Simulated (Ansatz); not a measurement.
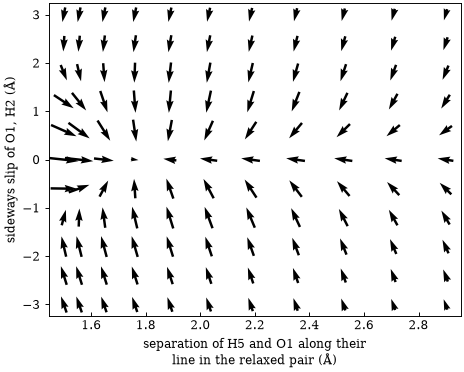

The pair HO···C₂H₄, charge −1. Coordinates scanned: (1) separation of H5 and O1 along their line in the relaxed pair; (2) sideways slip of O1, H2. Nothing is relaxed (both partners rigid). Grid: 11 × 11 points. Points are written as (first, second). The calculation used RKS PBE0-D4/def2-TZVPD (Ansatz).

The picture shows arrows along the force (downhill), their lengths compressed.

Q: The arrows alone are given. Where is the energy lowest?

A: The arrows converge at about (1.785 Å, 0.0 Å) (read from the interpolated surface).

The energy map of the same scan:

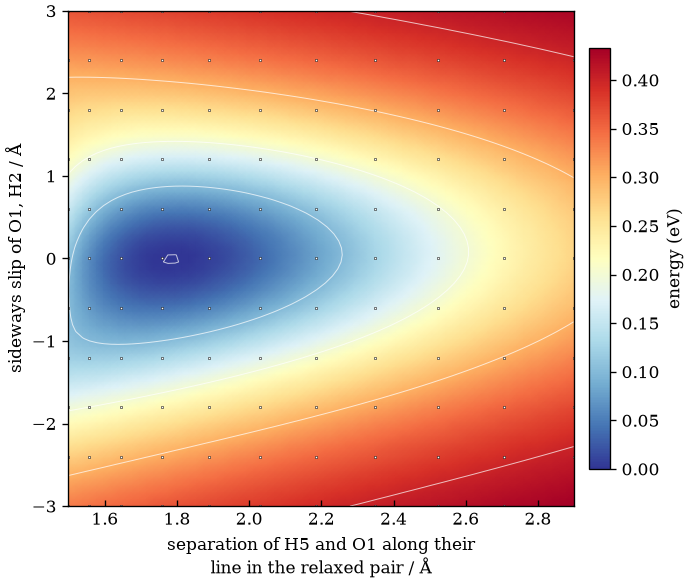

Energies are in eV, from the lowest grid point; between grid points the surface is interpolated.
